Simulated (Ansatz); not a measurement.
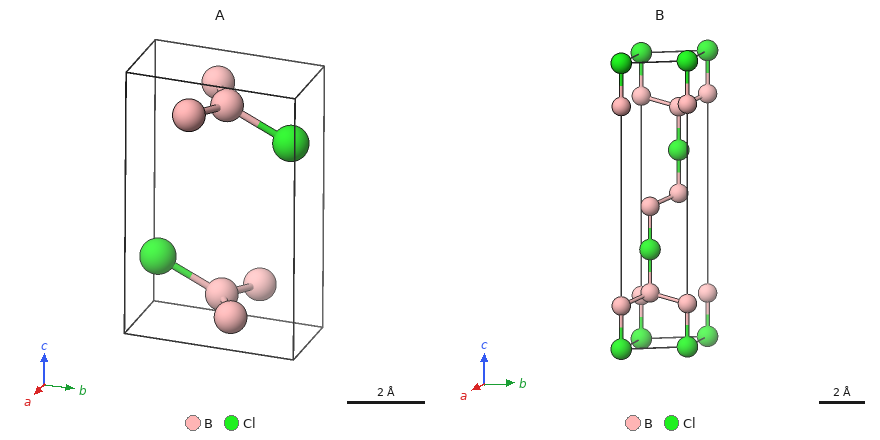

Two structures of B₂Cl, each relaxed to rest (conventional cells in solid outline, small ones repeated, not to one scale). Method: DFT PBE, scalar-relativistic, plane waves, PAW (Ansatz), without spin polarisation.

> Characterise the two forms.

A: 6 atoms a cell on a primitive triclinic lattice, P-1. B: 9 atoms a cell on a rhombohedral (trigonal R) lattice, R-3m.

> Which has the lower energy, and by how much?

A is lower, by 359 meV/atom at this level of theory (energies at zero smearing). Volumes: A 15.4, B 11.7 Å³/atom.

One or both may be structure types tried for this composition rather than known phases.
